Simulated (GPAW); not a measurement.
**STM contrast on Y2NS2 MXene monolayer**

What would a tunnelling microscope show on Y2NS2 MXene monolayer?

Calculated with GPAW 26.7.0; GPAW, PAW setups; layer in a repeated cell with vacuum, relaxation of atoms and in-plane cell, in the first sound run; inputs show where later runs differ.

### 1. The starting structure

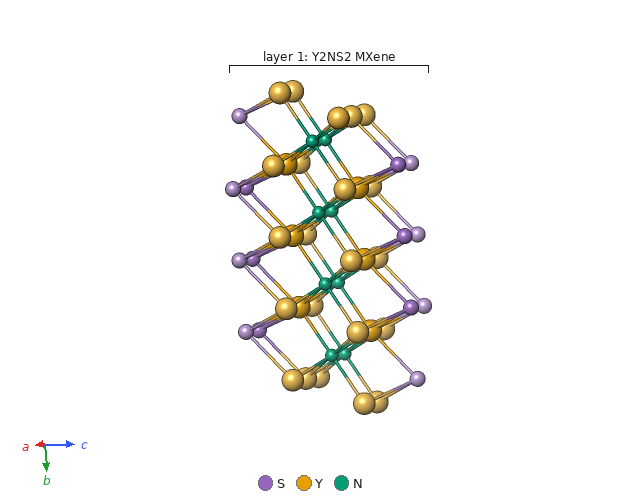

The cell as given, from the side, with the c axis across the page (sulfur purple, yttrium orange, nitrogen teal). 1×3×1 cells are drawn. Some periodic images of atoms are drawn too.

The cell holds 5 atoms: 2 S, 2 Y and 1 N. Its edges and angles: a = 3.406 Å, b = 3.406 Å, c = 22.561 Å, α = 90.0°, β = 90.0°, γ = 120.0°. Vacuum lies along c.

### 2. Relaxation

The atoms are relaxed first, since the surface dipole, and with it the work function, follows the positions of the outer layers.

File run.py:

```python
import json
import numpy as np
from ase import Atoms
from ase.filters import FrechetCellFilter
from ase.optimize import BFGS
from gpaw import GPAW, PW

slab = Atoms(
    ['S', 'Y', 'N', 'Y', 'S'],
    positions=[
        [-0.00000, 1.96661, 8.00000],
        [1.70313, 0.98330, 9.93651],
        [0.00000, 0.00000, 11.28053],
        [-0.00000, 1.96661, 12.62455],
        [1.70313, 0.98330, 14.56106]],
    cell=[[3.40626, 0.0, 0.0], [-1.70313, 2.94991, 0.0], [0.0, 0.0, 22.5611]],
    pbc=[True, True, True])

slab.calc = GPAW(mode=PW(600), xc='PBE', kpts={'size': (9, 9, 1), 'gamma': True},
                 occupations={'name': 'fermi-dirac', 'width': 0.05}, nbands='160%',
                 convergence={'density': 1e-05}, maxiter=200,
                 symmetry={'tolerance': 1e-3}, txt='slab.txt')
result = {}
# The in-plane cell is free; stress needs a cell that repeats along all three vectors
path = []
opt = BFGS(FrechetCellFilter(slab, mask=[1, 1, 0, 0, 0, 1]), maxstep=0.2)
opt.attach(lambda: path.append((slab.get_potential_energy(), slab.positions.tolist(), slab.get_forces().tolist())))
result['relaxed'] = bool(opt.run(fmax=0.02, steps=45))
result['path'] = path
result['cell'] = slab.cell.tolist()
print('in-plane lattice', slab.cell.cellpar().round(4)[[0, 1, 5]])
energy = slab.get_potential_energy()
fermi = slab.calc.get_fermi_level()
v = slab.calc.get_electrostatic_potential().mean((0, 1)) - fermi
n = slab.calc.get_pseudo_density().mean((0, 1))
L = slab.cell[2, 2]
z = np.arange(len(v)) * L / len(v)
low, high = slab.positions[:, 2].min(), slab.positions[:, 2].max()
below, above = np.interp([low - 5.8, high + 5.8], z, v)
slopes = [np.interp(x, z, np.gradient(v, z)) for x in (low - 5.8, high + 5.8)]
eps = np.array([[slab.calc.get_eigenvalues(k, s) for k in range(len(slab.calc.get_ibz_k_points()))]
                for s in range(slab.calc.get_number_of_spins())]) - fermi
top, bottom = eps[eps < 0].max(), eps[eps > 0].min()
dipole = slab.get_dipole_moment()[2]
print(f'energy {energy:.4f} eV, Fermi level {fermi:.4f} eV, dipole {dipole:.5f} e A')
print(f'potential 5.8 A off the faces, from the Fermi level: lower {below:.4f} eV, upper {above:.4f} eV')
print(f'slope of the potential there: lower {slopes[0]:.5f}, upper {slopes[1]:.5f} eV/A')
print(f'nearest levels on the mesh: {top:.4f} and {bottom:.4f} eV')
print('magnetic moment', round(slab.get_magnetic_moment(), 3))
result.update(energy=energy, fermi=fermi, dipole=dipole, below=below, above=above, slopes=slopes, edges=[top, bottom],
              z=z.tolist(), v=v.tolist(), n=n.tolist(), positions=slab.positions.tolist(),
              forces=slab.get_forces(apply_constraint=False).tolist(), moments=slab.get_magnetic_moments().tolist())
json.dump(result, open('result.json', 'w'))
```

Launch:

```
$ OMP_NUM_THREADS=1 OPENBLAS_NUM_THREADS=1 python run.py
```

What it wrote:

```text
Step          Energy          fmax
BFGS:    0      -31.917401        2.066474
BFGS:    1      -32.084377        1.469940
BFGS:    2      -32.334029        0.908185
BFGS:    3      -32.371019        0.811240
BFGS:    4      -32.544828        0.436884
BFGS:    5      -32.577566        0.454803
BFGS:    6      -32.602816        0.410187
BFGS:    7      -32.626625        0.336350
BFGS:    8      -32.663384        0.267241
BFGS:    9      -32.692858        0.335794
BFGS:   10      -32.699304        0.199981
BFGS:   11      -32.698767        0.019005
in-plane lattice [  3.6759   3.6759 120.    ]
energy -32.6804 eV, Fermi level -2.4768 eV, dipole -0.00064 e A
potential 5.8 A off the faces, from the Fermi level: lower 7.2091 eV, upper 7.2114 eV
slope of the potential there: lower -0.00055, upper -0.00035 eV/A
nearest levels on the mesh: -0.0206 and 0.0710 eV
magnetic moment 0.0
```

The job ended after 14 min (1 thread of Arm Neoverse V1, shared host; peak memory 0.45 GiB).

This step gave:

```yaml
dipole_along_the_normal: -6.44e-4 e·Å
levels_nearest_the_fermi_level_on_the_mesh: -0.02057, 0.07104 eV from the Fermi level
```

The electrostatic potential energy of an electron (without an applied field's), less the Fermi level, planar mean oscillates, so the rows of the table below give means over windows of 1.85 Å about each position, cut where the curve ends. Its maxima inside the range that stand out by 2 % of the span (Å: eV): 9.0: -2.96, 10.8: -2.33, 11.7: -2.33, 13.6: -2.96. Its minima: 8.3: -11.6, 9.9: -15.3, 11.3: -7.09, 12.7: -15.3, 14.3: -11.6.

Electrostatic potential energy of an electron (without an applied field's), less the Fermi level, planar mean against z; means over each step:

```
z (Å)  electrostatic potential energy of an electron (without an applied field's), less the Fermi level, planar mean (eV)
 0.93                                                                                                                7.21
 2.78                                                                                                                7.21
 4.63                                                                                                                7.21
 6.48                                                                                                                6.82
 8.33                                                                                                               -4.29
10.18                                                                                                               -8.45
12.03                                                                                                               -8.02
13.88                                                                                                               -6.54
15.73                                                                                                                6.02
17.58                                                                                                                7.21
19.43                                                                                                                7.21
21.28                                                                                                                7.21
```

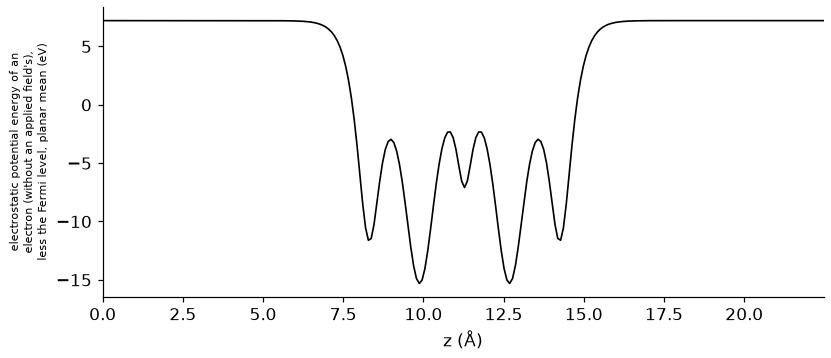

Electrostatic potential energy of an electron (without an applied field's), less the Fermi level, planar mean against z.

The pseudo valence density, planar mean oscillates, so the rows of the table below give means over windows of 2 Å about each position, cut where the curve ends. Its maxima inside the range that stand out by 2 % of the span (Å: e/Å³): 8.6: 0.374, 9.9: 0.789, 11.3: 0.492, 12.7: 0.789, 13.9: 0.374. Its minima: 9.0: 0.343, 10.6: 0.350, 12.0: 0.350, 13.6: 0.343.

The pseudo valence density, planar mean by z; means over each step:

```
z (Å)  pseudo valence density, planar mean (e/Å³)
    4                                      9.4e-6
    6                                     0.00590
    8                                       0.254
   10                                       0.507
   12                                       0.519
   14                                       0.347
   16                                      0.0323
   18                                      5.7e-5
```

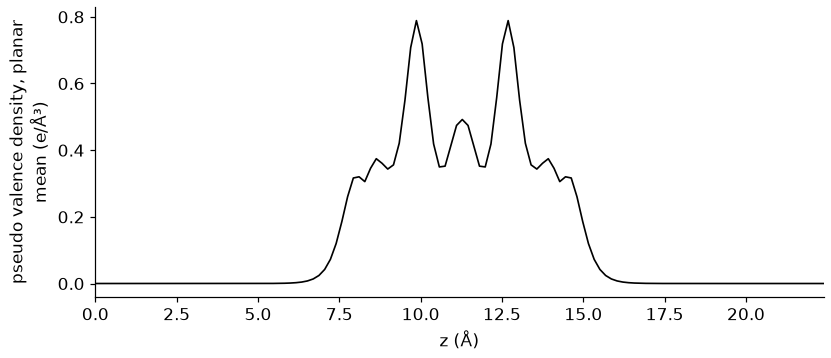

Pseudo valence density, planar mean against z.

The relaxation lowered the energy of the cell by 0.779 eV (energies extrapolated to zero smearing; the optimiser's log prints free energies). The largest force left on a free atom is 0.019 eV/Å.

### 3. The slab's potential

With the geometry fixed, the planar mean of the potential gives the vacuum level on each side.

This step: GPAW, PAW setups; slab in vacuum (GPAW 26.7.0).

The cell differs from the one that the last finished run ended in (c 22.561 → 21.964 Å).

File run.py:

```python
import json
import numpy as np
from ase import Atoms
from ase.dft.stm import STM
from gpaw import GPAW, PW

slab = Atoms(
    ['S', 'Y', 'N', 'Y', 'S'],
    positions=[
        [0.00000, 2.12230, 8.00000],
        [1.83796, 1.06114, 9.58148],
        [0.00000, 0.00000, 10.98211],
        [0.00000, 2.12230, 12.38273],
        [1.83796, 1.06114, 13.96421]],
    cell=[[3.67592, -0.0, 0.0], [-1.83796, 3.18344, 0.0], [0.0, 0.0, 21.9642]],
    pbc=[True, True, False])

slab.calc = GPAW(mode=PW(500), xc='PBE', kpts={'size': (9, 9, 1), 'gamma': True},
                 occupations={'name': 'fermi-dirac', 'width': 0.05}, nbands='160%',
                 convergence={'density': 1e-05}, maxiter=200,
                 poissonsolver={'dipolelayer': 'xy'},
                 symmetry={'tolerance': 1e-3}, txt='slab.txt')
result = {}
energy = slab.get_potential_energy()
fermi = slab.calc.get_fermi_level()
v = slab.calc.get_electrostatic_potential().mean((0, 1)) - fermi
n = slab.calc.get_pseudo_density().mean((0, 1))
L = slab.cell[2, 2]
z = np.arange(len(v)) * L / len(v)
low, high = slab.positions[:, 2].min(), slab.positions[:, 2].max()
below, above = np.interp([low - 5.8, high + 5.8], z, v)
slopes = [np.interp(x, z, np.gradient(v, z)) for x in (low - 5.8, high + 5.8)]
eps = np.array([[slab.calc.get_eigenvalues(k, s) for k in range(len(slab.calc.get_ibz_k_points()))]
                for s in range(slab.calc.get_number_of_spins())]) - fermi
top, bottom = eps[eps < 0].max(), eps[eps > 0].min()
dipole = slab.get_dipole_moment()[2]
print(f'energy {energy:.4f} eV, Fermi level {fermi:.4f} eV, dipole {dipole:.5f} e A')
print(f'potential 5.8 A off the faces, from the Fermi level: lower {below:.4f} eV, upper {above:.4f} eV')
print(f'slope of the potential there: lower {slopes[0]:.5f}, upper {slopes[1]:.5f} eV/A')
print(f'nearest levels on the mesh: {top:.4f} and {bottom:.4f} eV')
print('magnetic moment', round(slab.get_magnetic_moment(), 3))
result.update(energy=energy, fermi=fermi, dipole=dipole, below=below, above=above, slopes=slopes, edges=[top, bottom],
              z=z.tolist(), v=v.tolist(), n=n.tolist(), positions=slab.positions.tolist(),
              forces=slab.get_forces(apply_constraint=False).tolist(), moments=slab.get_magnetic_moments().tolist())

# Images need the states of the whole zone, up to time reversal
slab.calc = slab.calc.fixed_density(symmetry={'point_group': False}, txt='states.txt', nbands='280%',
                                    convergence={'bands': 'CBM+2.3'})
stm = STM(slab)
result['stm'] = []
for bias in [-1.5, 2.0]:
    height = high + 3.0
    current = stm.get_averaged_current(bias, height)
    x, y, h = stm.scan(bias, current)
    i, f = divmod(height / L * stm.ldos.shape[2], 1)
    I = abs((1 - f) * stm.ldos[:, :, int(i)] + f * stm.ldos[:, :, int(i) + 1])
    print(f'bias {bias} V: mean current at 3.0 A {current:.4e}, corrugation {np.ptp(h):.4f} A')
    result['stm'].append(dict(bias=bias, current=current, h=(h - high).tolist(), I=I.tolist()))
json.dump(result, open('result.json', 'w'))
```

What it wrote:

```text
energy -32.2542 eV, Fermi level -2.3458 eV, dipole 0.00020 e A
potential 5.8 A off the faces, from the Fermi level: lower 7.2112 eV, upper 7.2083 eV
slope of the potential there: lower -0.00029, upper 0.00029 eV/A
nearest levels on the mesh: -0.0201 and 0.0722 eV
magnetic moment 0.0
bias -1.5 V: mean current at 3.0 A 5.5672e-05, corrugation 0.6078 A
bias 2.0 V: mean current at 3.0 A 7.6840e-06, corrugation 0.5702 A
```

It took 3.4 min on 1 thread; peak memory 0.63 GiB.

Numbers from this step:

| Quantity | Value |
| --- | --- |
| dipole along the normal | 2.00e-4 e·Å |
| levels nearest the Fermi level on the mesh | -0.02013, 0.07222 eV from the Fermi level |
| upper work function | 7.208 eV |
| lower work function | 7.211 eV |
| corrugation -1.5 | 0.6078 Å |
| corrugation 2 | 0.5702 Å |

The electrostatic potential energy of an electron (without an applied field's), less the Fermi level, planar mean oscillates, so the rows of the table below give means over windows of 1.83 Å about each position, cut where the curve ends. Its maxima inside the range that stand out by 2 % of the span (Å: eV): 8.7: -2.96, 10.5: -2.31, 11.4: -2.31, 13.3: -2.96. Its minima: 8.1: -11.6, 9.6: -15.3, 11.0: -7.13, 12.4: -15.3, 13.9: -11.6.

Electrostatic potential energy of an electron (without an applied field's), less the Fermi level, planar mean against z; means over each step:

```
z (Å)  electrostatic potential energy of an electron (without an applied field's), less the Fermi level, planar mean (eV)
 0.92                                                                                                                7.21
 2.75                                                                                                                7.21
 4.58                                                                                                                7.21
 6.41                                                                                                                6.44
 8.23                                                                                                               -5.55
10.07                                                                                                               -8.43
11.89                                                                                                               -8.42
13.73                                                                                                               -5.57
15.55                                                                                                                6.42
17.38                                                                                                                7.21
19.21                                                                                                                7.21
21.05                                                                                                                7.21
```

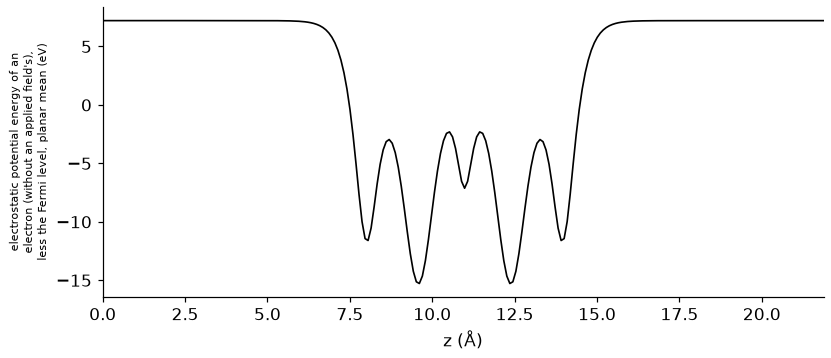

Electrostatic potential energy of an electron (without an applied field's), less the Fermi level, planar mean, plotted against z.

The pseudo valence density, planar mean oscillates, so the rows of the table below give means over windows of 2 Å about each position, cut where the curve ends. Its maxima inside the range that stand out by 2 % of the span (Å: e/Å³): 8.4: 0.371, 9.5: 0.779, 11.0: 0.489, 12.4: 0.779, 13.5: 0.371. Its minima: 8.8: 0.345, 10.4: 0.348, 11.5: 0.348, 13.2: 0.345.

The pseudo valence density, planar mean by z; means over each step:

```
z (Å)  pseudo valence density, planar mean (e/Å³)
    4                                      2.5e-5
    6                                      0.0152
    8                                       0.300
   10                                       0.522
   12                                       0.522
   14                                       0.294
   16                                      0.0133
   18                                      2.2e-5
```

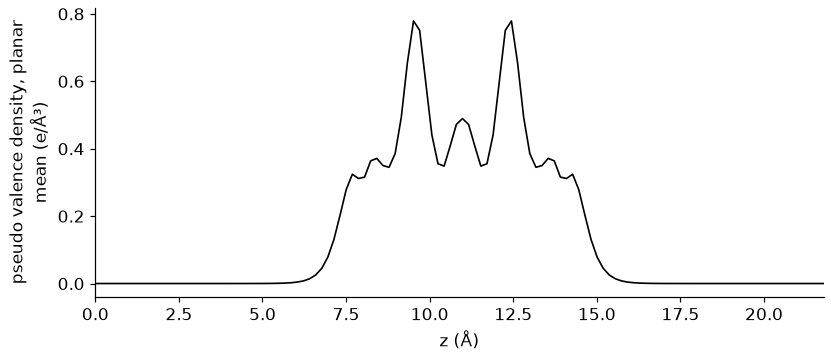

Pseudo valence density, planar mean, plotted against z.

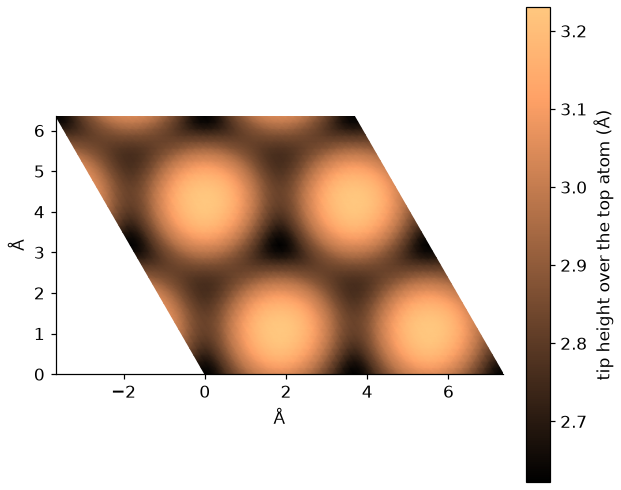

Tip height over the top atom over a1 and a2. Sample bias -1.5 V, constant current at the mean current 3.0 Å over the top atom. The cell is repeated, with its origin at the lower left corner.

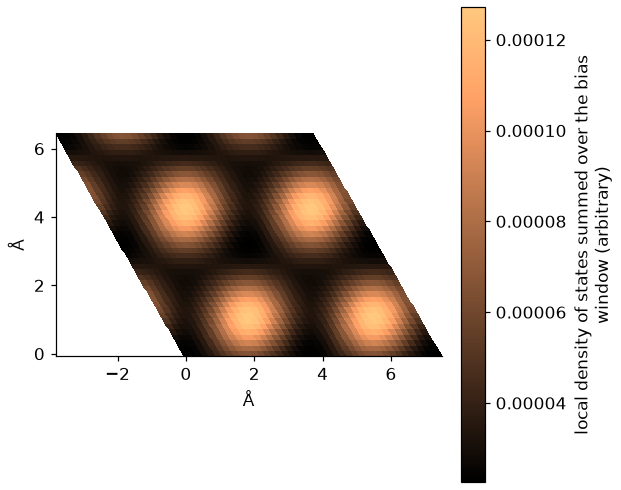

Local density of states summed over the bias window over a1 and a2. Sample bias -1.5 V, constant height 3.0 Å over the top atom. The cell is repeated, with its origin at the lower left corner.

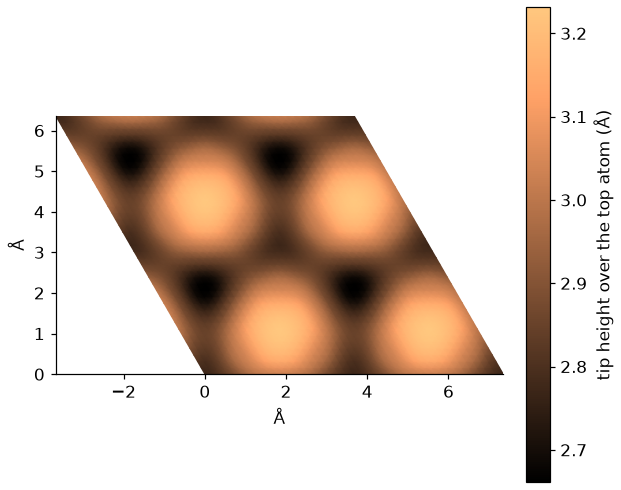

Tip height over the top atom over a1 and a2. Sample bias 2 V, constant current at the mean current 3.0 Å over the top atom. The cell is repeated, with its origin at the lower left corner.

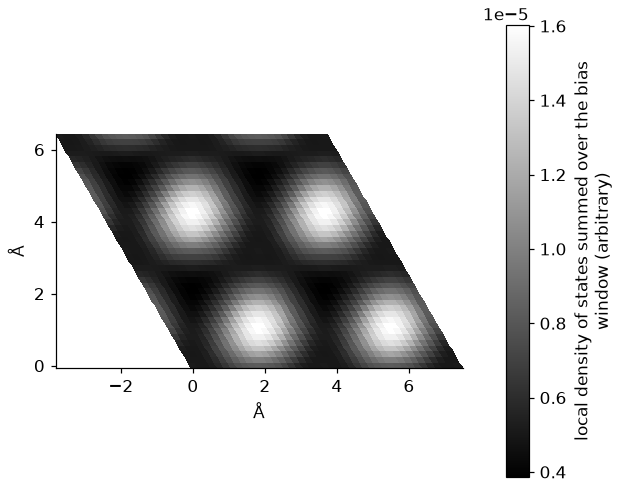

Local density of states summed over the bias window over a1 and a2. Sample bias 2 V, constant height 3.0 Å over the top atom. The cell is repeated, with its origin at the lower left corner.

The potential is flat to 2.9e-4 eV/Å where it is read, so the vacuum is wide enough.

### 4. A changed run

One more run, with changed settings.

Changes to run.py since step 3:

```diff
@@ -3,4 +3,4 @@
 from ase import Atoms
-from ase.dft.stm import STM
 from gpaw import GPAW, PW
+from gpaw.external import ConstantElectricField
 
@@ -19,4 +19,5 @@
                  occupations={'name': 'fermi-dirac', 'width': 0.05}, nbands='160%',
-                 convergence={'density': 1e-05}, maxiter=200,
+                 convergence={'density': 1e-05}, maxiter=75,
                  poissonsolver={'dipolelayer': 'xy'},
+                 external=ConstantElectricField(3.0, [0, 0, 1]),
                  symmetry={'tolerance': 1e-3}, txt='slab.txt')
@@ -44,16 +45,2 @@
               forces=slab.get_forces(apply_constraint=False).tolist(), moments=slab.get_magnetic_moments().tolist())
-
-# Images need the states of the whole zone, up to time reversal
-slab.calc = slab.calc.fixed_density(symmetry={'point_group': False}, txt='states.txt', nbands='280%',
-                                    convergence={'bands': 'CBM+2.3'})
-stm = STM(slab)
-result['stm'] = []
-for bias in [-1.5, 2.0]:
-    height = high + 3.0
-    current = stm.get_averaged_current(bias, height)
-    x, y, h = stm.scan(bias, current)
-    i, f = divmod(height / L * stm.ldos.shape[2], 1)
-    I = abs((1 - f) * stm.ldos[:, :, int(i)] + f * stm.ldos[:, :, int(i) + 1])
-    print(f'bias {bias} V: mean current at 3.0 A {current:.4e}, corrugation {np.ptp(h):.4f} A')
-    result['stm'].append(dict(bias=bias, current=current, h=(h - high).tolist(), I=I.tolist()))
 json.dump(result, open('result.json', 'w'))
```

What it wrote:

```text
energy -35.0741 eV, Fermi level -4.6604 eV, dipole 2.22551 e A
potential 5.8 A off the faces, from the Fermi level: lower 28.6140 eV, upper -4.1092 eV
slope of the potential there: lower -1.67090, upper 0.04382 eV/A
nearest levels on the mesh: -0.0138 and 0.0428 eV
magnetic moment 0.0
```

The job ended after 5.4 min (1 thread; peak memory 0.46 GiB).

The run finished. A setting was moved off its sound value on purpose, so it serves as a test and not as the result.

The fault put into the input: a field far too strong (field = 3.0).

Side by side:

```
                     quantity  this run  sound run  difference
dipole along the normal (e·Å)    2.2255   1.995e-4        2.23
```

One result that differs is the dipole along the normal, 2.23 e·Å against 2.0e-4 e·Å.

### 5. Summary of results

- work function, both faces: 7.21 eV
- dipole along the normal: 2.0e-4 e Å
- corrugation at -1.5 V: 0.608 Å
- corrugation at 2 V: 0.570 Å

What this shows: The tip height varies by 0.57 to 0.61 Å over the cell, much the same at every bias tried. Negative sample bias images filled states, positive bias empty ones. The images are of Tersoff-Hamann type: an s-wave tip, no tip-sample forces, heights closer than in a microscope. The starting lattice was a guess from atomic radii; the relaxation moved it by 8 %. The cell holds an odd number of electrons, so without spin polarisation it must come out metallic and without a moment, whatever its true state. The layer's cell and atoms come from the relaxation; spin-orbit coupling and temperature are left out.

[Logs are printed without paths, hosts, clocks, repeated set-up lines and the standing remarks that a program may print on its own settings, such as how far it seeks lower states.]

[Hosts, paths, dates, database ids (printed as entryN), source tags and the programs' standing remarks are cut or masked in the printed files.]
